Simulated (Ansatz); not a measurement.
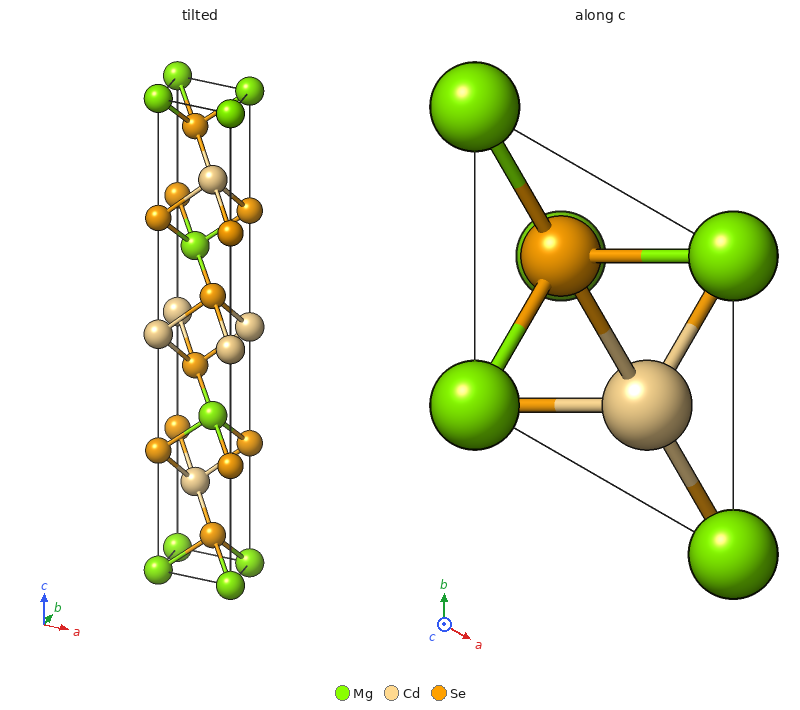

The figure gives a ball-and-stick picture of the atoms, viewed slightly off an axis and along the c axis. One conventional unit cell is framed, with atoms on its boundary repeated.

MgCdSe$_{2}$, α-NaFeO₂ type, space group R-3m (No. 166), a = 3.887 Å, b = 3.887 Å, c = 19.582 Å, α = 90.00°, β = 90.00°, γ = 120.00°. Origin of the cell: a structure type filled with these elements by a generator (whether the compound takes this form wasn't checked). The cell was then strained or its atoms displaced on purpose. An electronic-structure calculation with Ansatz was run on it.

This one geometry was computed with Ansatz (DFT, plane waves, PAW) at three levels of theory: PBE, r2SCAN and HSE06. It was relaxed with r2SCAN and then strained.

> Which level gives the highest pressure at this volume, and what does that say about its equilibrium volume?

Highest: PBE (3.0 GPa), which points to the largest equilibrium volume. Lowest, with the smallest volume: r2SCAN (1.5 GPa) and HSE06 (1.3 GPa). Levels within 0.5 GPa of each other can't be told apart.

> How does the band gap change with the level of theory?

PBE: a gap of 0.54 eV, indirect; r2SCAN: a gap of 1.08 eV, indirect; HSE06: a gap of 1.38 eV, indirect.

> Collect the results in a table.

| level | cutoff (eV) | k-mesh of the run's cell | gap (eV) | pressure (GPa) |
| --- | --- | --- | --- | --- |
| PBE | 420 | 8×8×8 | 0.54 | 3.0 |
| r2SCAN | 500 | 8×8×8 | 1.08 | 1.5 |
| HSE06 | 420 | 6×6×6 | 1.38 | 1.3 |

Gaps are taken on the k-mesh or band path of each run.
